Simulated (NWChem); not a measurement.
# AgH (SMILES [AgH]) at 3 levels

Wanted: a comparison of 3 runs (PBE/def2-TZVPP, M06-L/def2-TZVPP, MP2/def2-SVP) of AgH. 

The results are computed with NWChem 7.3.0.

1 further run of the same task is left out (it didn't finish).

### 1 Starting point

The species is AgH (2 atoms), meant as a singlet with charge 0. As SMILES, `[AgH]`. The bond length is the measured one.

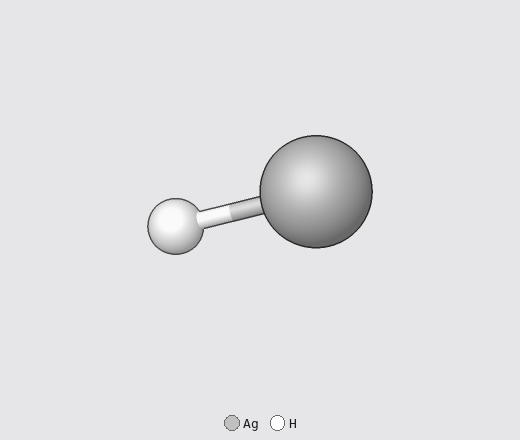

Viewed from a chosen angle; silver light grey, hydrogen white.

### 2 Energy and gradient at PBE/def2-TZVPP (core potential) (run 1)

Contents of mol.nw:

```
start mol
memory stack 880 mb heap 220 mb global 1100 mb

geometry units angstroms noautosym nocenter noautoz
  Ag     0.000000     0.000000     0.000000
  H      0.000000     0.000000     1.618100
end

basis spherical bse
  Ag library def2-TZVPP
  H library def2-TZVPP
end

ecp bse
  Ag library def2-TZVPP
end

dft
  xc xpbe96 cpbe96
  grid xfine
  convergence energy 1e-08
  iterations 100
  mulliken
  print low
end

task dft gradient
```

The run is started by

```
$ nwchem mol.nw > mol.out
```

The log of the run:

```text
[...]
 d= 0,ls=0.0,diis     1   -147.4941889313 -1.54D+02  1.88D-02  7.09D-01     1.3
[...]
 d= 0,ls=0.0,diis    10   -147.5729758979 -1.61D-09  5.81D-07  7.37D-09    10.3
         Total DFT energy =     -147.572975897905
      One electron energy =     -273.677417061870
           Coulomb energy =      134.337159126868
    Exchange-Corr. energy =      -14.446405455019
 Nuclear repulsion energy =        6.213687492117
[...]
      Total Density - Mulliken Population Analysis
     ---------------------------------------------
    Atom       Charge   Shell Charges
 -----------   ------   -------------------------------------------------------
    1 Ag  19    18.88   0.04 -0.43  1.70  0.71  0.77  0.21  5.27  0.72  0.04  0.01  5.70  3.15  0.99  0.00  0.00  0.00
    2 H    1     1.12   0.21  0.53  0.36  0.00  0.02  0.00
[...]
                         DFT ENERGY GRADIENTS
    atom               coordinates                        gradient
                 x          y          z           x          y          z
   1 Ag      0.000000   0.000000   0.000000   -0.000000  -0.000000  -0.002725
   2 H       0.000000   0.000000   3.057766    0.000000   0.000000   0.002725
 Task  times  cpu:       12.2s     wall:       12.2s
 Total times  cpu:       12.3s     wall:       12.3s
```

Run time: 13 s. Hardware: 1 thread of Intel Xeon Platinum 8488C (Sapphire Rapids), shared host; peak memory 0.14 GiB.

### 3 Energy and forces at M06-L/def2-TZVPP (core potential) (run 2)

Contents of run.py:

```python
from ase import Atoms
from ase.calculators.nwchem import NWChem

atoms = Atoms(['Ag', 'H'], positions=[
    [0.000000, 0.000000, 0.000000],
    [0.000000, 0.000000, 1.618100],
])

calc = NWChem(
    label='agh',
    theory='dft',
    memory='2200 mb',
    basis='def2-TZVPP',
    basispar='spherical bse',
    dft={'xc': 'm06-l', 'mult': '1', 'grid': 'xfine', 'convergence': 'energy 1e-08', 'iterations': '100', 'mulliken': None},
    **{'ecp bse': {'Ag library': 'def2-TZVPP'}},
)
atoms.calc = calc

forces = atoms.get_forces()
e = atoms.get_potential_energy()
print(f"E = {e:.6f} eV")
print("forces (eV/A):")
for s, f in zip(atoms.symbols, forces):
    print(f"{s:2s} {f[0]:10.5f} {f[1]:10.5f} {f[2]:10.5f}")
print("dipole (e A):", atoms.get_dipole_moment().round(4))
```

The run is started by

```
$ export ASE_NWCHEM_COMMAND="nwchem PREFIX.nwi > PREFIX.nwo"
$ python run.py
```

The log of the run:

```text
E = -4018.153680 eV
forces (eV/A):
Ag   -0.00000    0.00000   -0.09030
H     0.00000   -0.00000    0.09030
dipole (e A): [ 0.     -0.     -0.5848]
```

The calculator wrote agh.nwi:

```
title "agh"

permanent_dir agh

scratch_dir agh

start agh

geometry units angstrom nocenter noautosym noautoz
  Ag 0.0000000000000000e+00 0.0000000000000000e+00 0.0000000000000000e+00
  H  0.0000000000000000e+00 0.0000000000000000e+00 1.6181000000000001e+00
end

memory 2200 mb

basis spherical bse noprint
   * library def2-TZVPP
end

dft
  xc m06-l
  mult 1
  grid xfine
  convergence energy 1e-08
  iterations 100
  mulliken
end
ecp bse
  Ag library def2-TZVPP
end

task dft gradient
```

agh.nwo:

```text
Northwest Computational Chemistry Package (NWChem) 7.3.0
             --------------------------------------------------------

           Job information
           ---------------

    nwchem branch   = 7.3.0
    use scalapack   = T
    input           = agh.nwi
    prefix          = agh.
    data base       = agh/agh.db
    status          = startup
    nproc           =        1

           Memory information
           ------------------

[... 5 lines left out ...]
    hardfail = no
[... 75 lines left out ...]
  convergence criterion.
[... 38 lines left out ...]
          Spatial weights used:  Erf1
[... 32 lines left out ...]
 1-e energy   =    -271.449070
[... 49 lines left out ...]
           Coulomb energy =      134.770999665654
[... 564 lines left out ...]
          Convergence on density requested:  1.00D-05
[... 24 lines left out ...]
          total energy or number of iterations.
[... 33 lines left out ...]
                 ----------------------------------------
                 |  Time  |  1-e(secs)   |  2-e(secs)   |
                 ----------------------------------------
                 |  CPU   |       0.01   |       1.09   |
                 ----------------------------------------
                 |  WALL  |       0.01   |       1.09   |
                 ----------------------------------------

 Task  times  cpu:       21.6s     wall:       21.6s
 Total times  cpu:       21.6s     wall:       21.6s
```

Run time: 23 s. Hardware: 1 thread of Intel Xeon Platinum 8488C (Sapphire Rapids), shared host; peak memory 0.14 GiB.

### 4 Energy and gradient at MP2/def2-SVP (core potential) (run 3)

Contents of run.nw:

```
start run
memory stack 880 mb heap 220 mb global 1100 mb

geometry noautosym nocenter noautoz
 Ag     0.000000     0.000000     0.000000
 H      0.000000     0.000000     1.618100
end

basis spherical bse
 Ag library def2-SVP
 H library def2-SVP
end

ecp bse
 Ag library def2-SVP
end

scf
 thresh 1e-08
 maxiter 80
end

mp2
 tight
end

task mp2 gradient
```

The run is started by

```
$ nwchem run.nw > run.out
```

The log of the run:

```text
[...]
  functions       =    36
[...]
  wavefunction    = RHF
[...]
         Total SCF energy =   -146.624345985929
      One-electron energy =   -274.250551720617
      Two-electron energy =    121.412518242571
 Nuclear repulsion energy =      6.213687492117
        Time for solution =      1.7s
[...]
          Total MP2 energy          -146.977556527184
[...]
                         mp2 ENERGY GRADIENTS
    atom               coordinates                        gradient
                 x          y          z           x          y          z
   1 Ag      0.000000   0.000000   0.000000   -0.000000   0.000000  -0.008410
   2 H       0.000000   0.000000   3.057766    0.000000  -0.000000   0.008410
[...]
```

It took 4.2 s on 1 thread of Intel Xeon Platinum 8488C (Sapphire Rapids), shared host; peak memory 0.12 GiB.

### 5 The series

| run | level | core potential | integration grid | energy (Eh) | largest force (eV/Å) | wall time |
| --- | --- | --- | --- | --- | --- | --- |
| 1 | PBE/def2-TZVPP (core potential) | def2-TZVPP | xfine | -147.572976 | 0.140 | 13 s |
| 2 | M06-L/def2-TZVPP (core potential) | def2-TZVPP | xfine | -147.664425 | 0.090 | 23 s |
| 3 | MP2/def2-SVP (core potential) | def2-SVP | – | -146.977557 | 0.432 | 4.2 s |

### 6 Results

```
                                                      quantity          value
                                           run 3: total energy  -146.97756 Eh
run 3: dipole moment (of the density that the program reports)         3.26 D
                    run 3: HOMO energy (Hartree–Fock orbitals)       -8.85 eV
                    run 3: LUMO energy (Hartree–Fock orbitals)        0.27 eV
                  run 3: HOMO–LUMO gap (Hartree–Fock orbitals)        9.12 eV
                                     run 3: correlation energy     -353.2 mEh
                               run 3: largest force on an atom     0.432 eV/Å
```

**Reading.** Totals of different functionals can't be ranked against each other. All runs together took 40 s, the longest 23 s.
